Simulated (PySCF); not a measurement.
**CuOCl: relaxation and vibrations of the triplet**

Aim: relax CuOCl as a triplet from a linear start, check by its vibrations whether the end is a minimum, and collect its spectrum and constants.

Computed with PySCF 2.14.0. Level: PBE0, basis Cu def2-TZVP, O def2-TZVP, Cl def2-TZVP, no relativity, density fitting.

### Step 1. The system as given

3 atoms, charge 0, spin multiplicity 3.

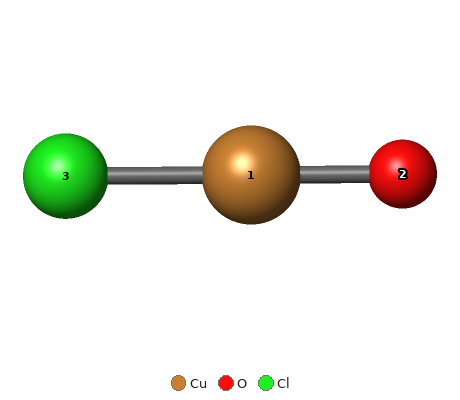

Start geometry, drawn with copper orange, oxygen red, chlorine green; atoms are numbered from 1 in the order of the file.

Coordinates in bohr (charge 0 multiplicity 3):
```
Cu    0.0000    0.0000    0.0000
O     0.0000    0.0000   -3.2503
Cl    0.0000    0.0000    3.9873
```

### Step 2. Finding the electronic state

The steps below are one call of a driver around PySCF. For each, scf.py gives the equivalent set-up of the SCF; relaxations use the driver's own optimiser. After this first run the driver tries any further starts and a stability analysis.

scf.py

```python
from pyscf import gto, scf, dft
mol = gto.M(atom='''
Cu     0.000000     0.000000     0.000000
O      0.000000     0.000000    -1.720000
Cl     0.000000     0.000000     2.110000''',
    basis={'Cu': 'def2-TZVP', 'O': 'def2-TZVP', 'Cl': 'def2-TZVP'},
    charge=0, spin=2)
mf = dft.UKS(mol, xc='PBE0')
mf.grids.atom_grid = (50, 194)
aux = {'Cu': 'def2-universal-JKFIT', 'O': 'def2-universal-JKFIT', 'Cl': 'def2-universal-JKFIT'}
mf = mf.density_fit(auxbasis=aux)
mf.conv_tol = 1e-08
mf.diis_space = 10
mf.max_cycle = 60
mf.init_guess = 'minao'
mf.verbose = 4
mf.kernel()
```

Command:

```console
$ OMP_NUM_THREADS=4 python axn.py task.json out
```

Log:

```text
init E= -2175.06765417719
[... the frontier-level lines of each cycle are left out ...]
cycle= 1 E= -2171.73784242261  delta_E= 3.33  |g|= 4.08  |ddm|= 1.48
cycle= 2 E= -2157.08558612913  delta_E= 14.7  |g|= 8.03  |ddm|= 6.98
cycle= 3 E= -2173.16130270232  delta_E= -16.1  |g|= 2.68  |ddm|= 6.29
cycle= 4 E= -2166.6252243857  delta_E= 6.54  |g|= 2.89  |ddm|=  3.9
cycle= 5 E= -2174.72830597489  delta_E= -8.1  |g|= 0.962  |ddm|= 3.86
cycle= 6 E= -2175.16210162277  delta_E= -0.434  |g|= 0.953  |ddm|= 1.14
cycle= 7 E= -2175.39250631123  delta_E= -0.23  |g|= 0.388  |ddm|= 0.538
cycle= 8 E= -2175.41431216759  delta_E= -0.0218  |g|= 0.338  |ddm|= 0.125
cycle= 9 E= -2175.44699135876  delta_E= -0.0327  |g|= 0.21  |ddm|= 0.0969
cycle= 10 E= -2175.46950903896  delta_E= -0.0225  |g|= 0.11  |ddm|= 0.182
cycle= 11 E= -2175.46996709971  delta_E= -0.000458  |g|= 0.0949  |ddm|= 0.0298
cycle= 12 E= -2175.47160300526  delta_E= -0.00164  |g|= 0.0426  |ddm|= 0.0214
cycle= 13 E= -2175.47200362081  delta_E= -0.000401  |g|= 0.00172  |ddm|= 0.0196
cycle= 14 E= -2175.47200509467  delta_E= -1.47e-06  |g|= 0.000354  |ddm|= 0.00197
cycle= 15 E= -2175.47200516123  delta_E= -6.66e-08  |g|= 0.000143  |ddm|= 0.000471
cycle= 16 E= -2175.47200516708  delta_E= -5.85e-09  |g|= 3.22e-05  |ddm|= 0.000133
Extra cycle  E= -2175.47200516134  delta_E= 5.74e-09  |g|= 0.000158  |ddm|= 7.63e-05
converged SCF energy = -2175.47200516134  <S^2> = 2.0197446  2S+1 = 3.0131343
```

This step, with its further starts and checks, took 14 s on 4 threads of Arm Neoverse V2, shared host.

Energies from each starting density:

| start | energy (Eh) |
| --- | --- |
| the minimal-basis guess | -2175.472005 |
| a thermally smeared density | -2175.472005 |
| a smeared PBE density | -2175.472005 |

No lower solution of this spin turned up from the other starts or in the test of internal stability.

### Step 3. Linear start, triplet: relaxation

The program finds C∞v symmetry in the start, which this walk keeps. The walk stops when the largest gradient is under 0.0003 Eh/bohr and the energy has settled too.

scf.py: that of step 2 with these lines changed.

```diff
@@ -3,3 +3,3 @@
-Cu     0.000000     0.000000     0.000000
-O      0.000000     0.000000    -1.720000
-Cl     0.000000     0.000000     2.110000''',
+Cu     0.000000     0.000000    -0.406284
+O      0.000000     0.000000    -2.126284
+Cl     0.000000     0.000000     1.703716''',
@@ -15 +14,0 @@
-mf.init_guess = 'minao'
```

Steps of the walk:

| step | energy (Eh) | change (kJ/mol) | largest symmetric gradient (Eh/bohr) |
| --- | --- | --- | --- |
| 0 | -2175.472005 | 0.00 | 0.01515 |
| 1 | -2175.472816 | -2.13 | 0.00606 |
| 2 | -2175.472946 | -2.47 | 0.00087 |
| 3 | -2175.472948 | -2.48 | 0.00005 |

The walk took 7.1 s.

Geometry (Å) and forces (eV/Å) at some steps:

```
step 0
Cu   0.000   0.000  -0.406   0.000   0.000   0.430
O    0.000   0.000  -2.126   0.000   0.000   0.349
Cl   0.000   0.000   1.704   0.000   0.000  -0.779
step 1
Cu   0.000   0.000  -0.398   0.000   0.000   0.191
O    0.000   0.000  -2.107   0.000   0.000   0.121
Cl   0.000   0.000   1.677   0.000   0.000  -0.312
step 2
Cu   0.000   0.000  -0.392   0.000   0.000  -0.027
O    0.000   0.000  -2.095   0.000   0.000  -0.018
Cl   0.000   0.000   1.659   0.000   0.000   0.045
step 3
Cu   0.000   0.000  -0.393   0.000   0.000   0.002
O    0.000   0.000  -2.097   0.000   0.000   0.001
Cl   0.000   0.000   1.661   0.000   0.000  -0.003
```

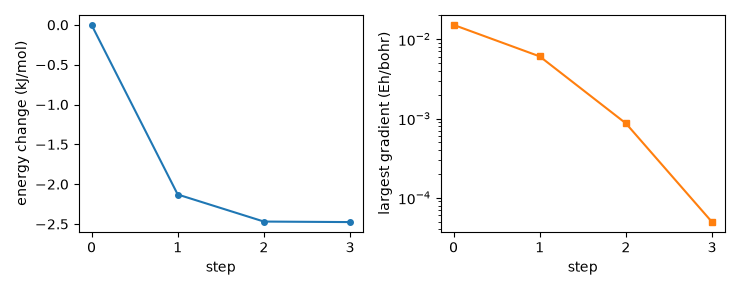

Energy and largest gradient along the walk.

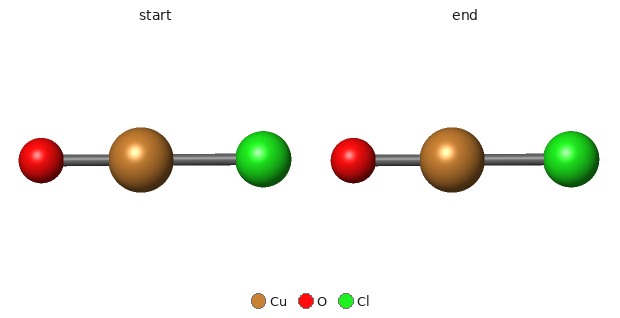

The geometry along the walk, at one scale.

After 3 steps and 2.5 kJ/mol it ends at C∞v: Cu–Cl 2.054 Å, Cu–O 1.704 Å; Cl–Cu–O 180.0°.

### Step 4. Frequencies

On the finer grid the gradient is checked again; gradients at displacements of ±0.02 bohr then give force constants and infrared intensities.

scf.py: that of step 3 with these lines changed.

```diff
@@ -3,3 +3,3 @@
-Cu     0.000000     0.000000    -0.406284
-O      0.000000     0.000000    -2.126284
-Cl     0.000000     0.000000     1.703716''',
+Cu     0.000000    -0.000000    -0.391500
+O      0.000000    -0.000000    -2.095096
+Cl    -0.000000     0.000000     1.662846''',
@@ -9 +9 @@
-mf.grids.atom_grid = (50, 194)
+mf.grids.atom_grid = (75, 302)
@@ -12 +12 @@
-mf.conv_tol = 1e-08
+mf.conv_tol = 1e-10
```

The driver hands on the density of the step before, so the log starts near convergence.

Log of the central SCF (cycles and frontier levels):

```text
init E= -2175.47285902464
[... the frontier-level lines of each cycle are left out ...]
cycle= 1 E= -2175.47285901873  delta_E= 5.91e-09  |g|= 0.000152  |ddm|= 8.13e-05
cycle= 2 E= -2175.47285888304  delta_E= 1.36e-07  |g|= 0.00078  |ddm|= 0.000345
cycle= 3 E= -2175.47285902412  delta_E= -1.41e-07  |g|= 4.25e-05  |ddm|= 0.000262
cycle= 4 E= -2175.472859025  delta_E= -8.81e-10  |g|= 2.96e-07  |ddm|= 3.07e-05
cycle= 5 E= -2175.472859025  delta_E= 4.55e-13  |g|= 1.44e-07  |ddm|= 2.79e-07
Extra cycle  E= -2175.47285902501  delta_E= -5e-12  |g|= 6.82e-07  |ddm|= 2.88e-07
converged SCF energy = -2175.47285902501  <S^2> = 2.0197639  2S+1 = 3.0131471
```

The whole step took 29 s.

Geometry: C∞v; Cu–Cl 2.054 Å, Cu–O 1.704 Å; Cl–Cu–O 180.0°.

Harmonic modes (main isotopes):

```
symmetry  ω (cm⁻¹)  IR (km/mol)  μ (u)
       π       119         21.4  25.46
      σ+       413         36.1  32.02
      σ+       713          5.0  20.23
```

All wavenumbers are real: a minimum.

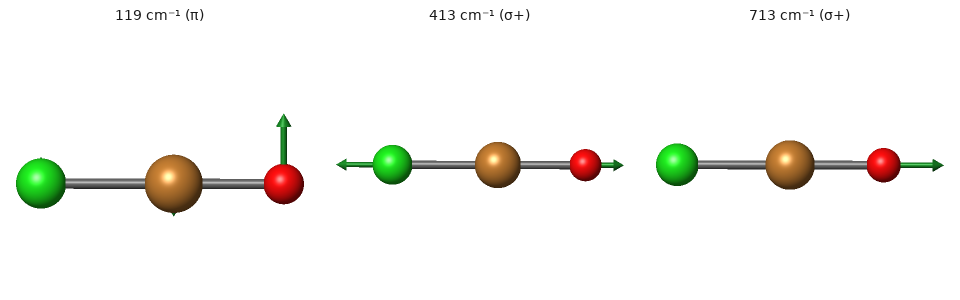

How the atoms move in 3 of the modes.

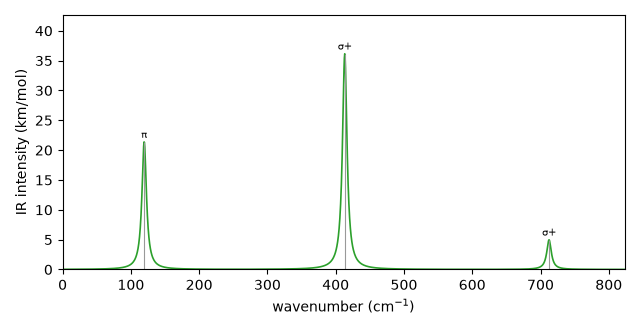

The harmonic infrared spectrum (widths in cm⁻¹). Lines are broadened to a width of 8 cm⁻¹ (Lorentzian).

Properties at this point:

| Property | Result |
| --- | --- |
| Dipole moment | 1.41 D |
| Highest occupied level | -8.78 eV |
| Lowest empty level | -5.37 eV |
| Rotational constants | 0.09549 cm⁻¹ |
| Zero-point energy | 8.2 kJ/mol |
| Principal polarisabilities | 24.4, 24.4, 87.1 bohr³ |
| Atomisation energy without zero-point energy | 558 kJ/mol |
| Principal traceless quadrupole moments about the centre of mass | -6.62, 3.31, 3.31 D Å |
| Entropy at 298.15 K and 1 bar (electronic part: spin only) | 280.3 J/(mol K) |
| Heat capacity Cp at 298.15 K | 54.7 J/(mol K) |
| Enthalpy at 298.15 K above 0 K | 13.40 kJ/mol |
| Rotational symmetry number | 1 |
| Spin squared ⟨S²⟩ | 2.020 |

Charges (e) and bond orders:

```csv
atom,Mulliken,Löwdin,polar tensor,spin (Mulliken),Mayer order to Cu1
Cu1,0.53,0.05,0.49,0.40,–
O2,-0.20,-0.08,0.03,1.45,1.26
Cl3,-0.32,0.04,-0.52,0.15,1.02
```

Outer orbital energies (eV). α occupied: -11.73, -11.73, -11.57, -11.57, -10.73, -9.67, -8.97, -8.97; empty: -0.63, 2.16, 2.16, 3.06. β occupied: -11.26, -11.26, -11.12, -11.12, -10.24, -9.39, -8.78, -8.78; empty: -5.37, -5.37, -0.49, 2.38.

Mulliken populations on Cu1: s 6.66, p 12.33, d 9.48, f 0.00.

### Step 5. What came out

```
                                          quantity                                        value
                                           minimum                                 triplet, C∞v
                                          geometry  Cu–Cl 2.054 Å, Cu–O 1.704 Å; Cl–Cu–O 180.0°
                                wavenumbers (cm⁻¹)                  119 (π), 413 (σ+), 713 (σ+)
                                     dipole moment                                       1.41 D
highest occupied, lowest empty level (either spin)                              -8.78, -5.37 eV
                        polar-tensor charge of Cu1                                      +0.49 e
                                 zero-point energy                                   8.2 kJ/mol
                               entropy at 298.15 K                              280.3 J/(mol K)
         atomisation energy (no zero-point energy)                                   558 kJ/mol
                                              ⟨S²⟩                                        2.020
```

**Reading.** The linear start keeps its C∞v symmetry and ends in a minimum. In the infrared the band at 413 cm⁻¹ (σ+, stretch) leads. Most of the spin sits on O2 (Mulliken spin 1.45, against 2 for the whole molecule). Only this shape and spin were tried, so other structures or states may lie lower. One determinant may miss the lowest occupation of an open d or f shell.

The search up to here took 50 s.
